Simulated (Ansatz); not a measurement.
C2H10BNSi: several calculations on one system

### Relaxation

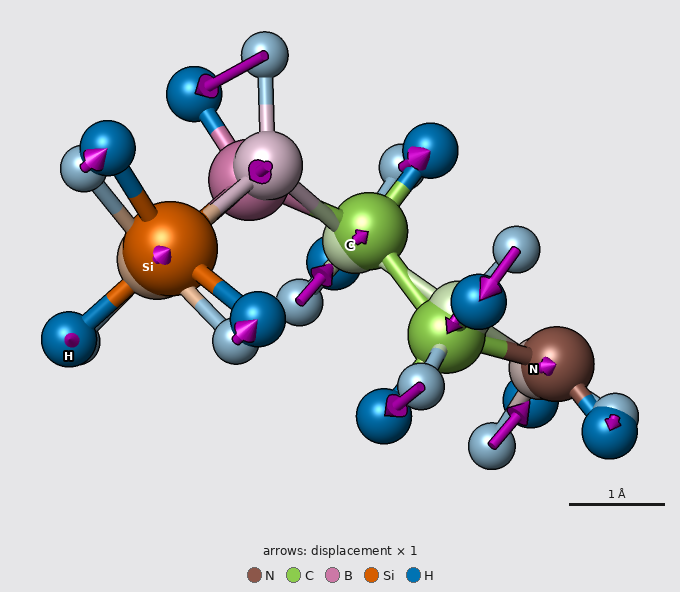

A relaxation of C2H10BNSi. The starting structure is drawn faded, the final one solid; purple arrows show the displacements, at their true length. The two geometries are superimposed by the best rigid fit.

Style: ball-and-stick. Shown at a tilt.

The run prepares an end point of a later path (inversion) calculation, from a guessed geometry.

These are results of RKS PBE0/def2-SVP (Ansatz), not measurements. Set-up: no spin polarisation; force threshold 0.015 eV/Å; at most 40 steps.

> Atoms of which element are displaced furthest, and by how much?

Hydrogen: up to 1.19 Å, against 0.43 Å for boron.

> Describe the change and its energy.

An H atom moves most after the best rigid fit: 1.19 Å. By element the largest moves are H 1.19 Å, B 0.43 Å, Si 0.26 Å, C 0.26 Å, N 0.22 Å. Some distances before and after: B–C 1.671 → 1.558 Å, B–Si 1.922 → 2.028 Å, H–N 1.103 → 1.019 Å, H–N 1.078 → 1.018 Å. Bond angles that change, for instance: C–C–B 108.3° → 120.0°, H–C–H 110.6° → 102.2°, B–Si–H 107.7° → 115.2°. Groups turn about B–C by about 60°, B–Si by about 35°. The energy falls by 0.810 eV in 31 accepted moves (32 points after the start). Largest force component: 3.6 eV/Å at the start, 0.012 eV/Å at the end. The line search rejected the trial step at point 31 of the run. The forces were under the threshold at step 20, but the run went on from there. Cost: 2.1 min on 2 threads of Arm Neoverse V1, on a shared host, peak memory 0.3 GiB.

### Relaxation

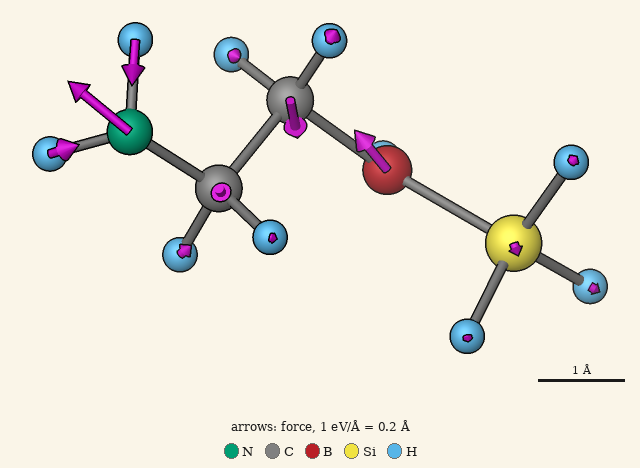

Starting geometry of C2H10BNSi with the computed forces as purple arrows. The picture is a ball-and-stick view, seen from a free direction.

The run prepares an end point of a later path (inversion) calculation, from a guessed geometry.

These are results of RKS PBE0/def2-SVP in Ansatz 0.2.0, not measurements. Settings: no spin polarisation; force threshold 0.015 eV/Å; at most 40 steps.

> Is this structure relaxed? If not, where do the atoms go?

It isn't relaxed: the largest force vector, on the N atom, is 4.79 eV/Å. The final displacements have little in common with the starting forces (cosine between the two patterns 0.11). The atom that moves furthest after the best rigid fit is an H atom (0.83 Å). Largest moves by element: H 0.83 Å, C 0.40 Å, B 0.25 Å, Si 0.19 Å, N 0.09 Å. Among the contacts that change: B–C 1.671 → 1.560 Å, B–Si 1.922 → 2.032 Å, H–N 1.103 → 1.019 Å, H–N 1.078 → 1.019 Å. Among the angles between lasting bonds that change: C–C–B 108.3° → 120.4°, B–C–H 111.5° → 100.5°, H–C–H 110.6° → 102.7°. Groups turn about C–N by about 55°, B–C by about 50°. After 20 accepted moves (22 points after the start) the energy has fallen by 21.6 kcal/mol. Largest force component: 3.5 eV/Å at the start, 0.007 eV/Å at the end. The line search rejected the trial steps at points 14, 21 of the run. Cost: 90 s on 2 threads of Arm Neoverse V1, with other jobs on the host, peak memory 0.3 GiB.

### Path

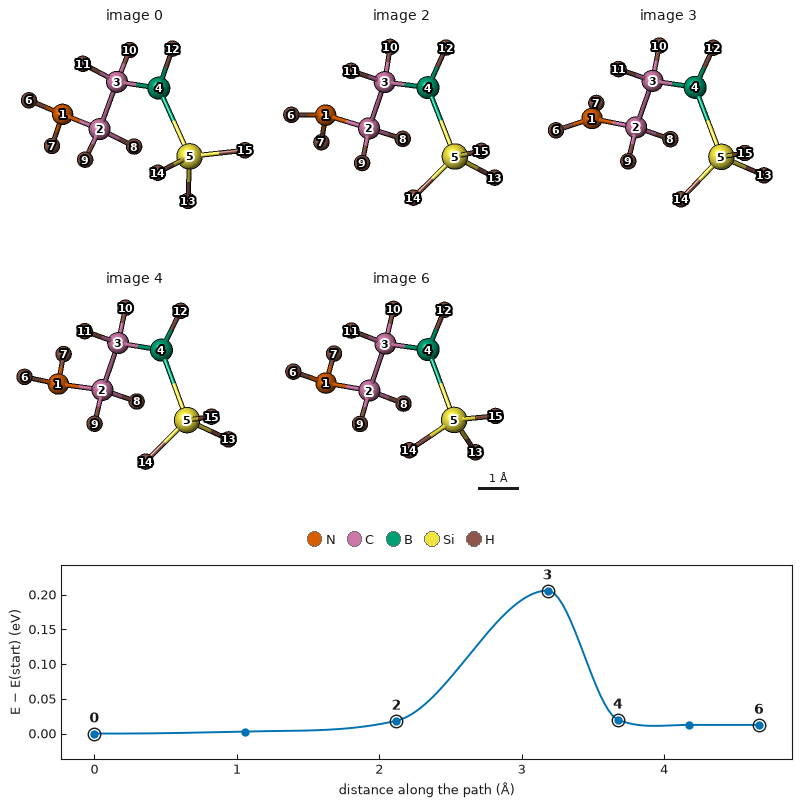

A search for the minimum-energy path of C₂H₁₀BNSi by the nudged elastic band. Images are numbered from 0 (start) to 6 (end). The picture is a ball-and-stick view, seen from a free direction.

Theory: RKS PBE0/def2-SVP in Ansatz. Settings: 5 movable images; climbing image; force threshold 0.03 eV/Å; iteration limit 60; starting path through a guess of the saddle point.

**Describe the mechanism and the energy profile.**

The motion is an umbrella inversion at N1. No bond forms or breaks between the ends. Bond angles that change up to the highest image, for instance: H6–N1–H7 106.3° → 117.5°, C2–N1–H6 110.4° → 121.2°. The energy climbs by 0.206 eV to image 3 and then falls by 0.193 eV, so the end point sits at +0.012 eV. The band converged in 28 iterations. The largest component of the band force went from 4.9 to 0.019 eV/Å. The climbing image converged on the top of the path. Its vibrational analysis gives 2 imaginary modes over 30i cm⁻¹, so it isn't confirmed as a transition state.

Cost: 8.2 min on 2 threads of Arm Neoverse V1 (shared host), peak memory 0.31 GiB.
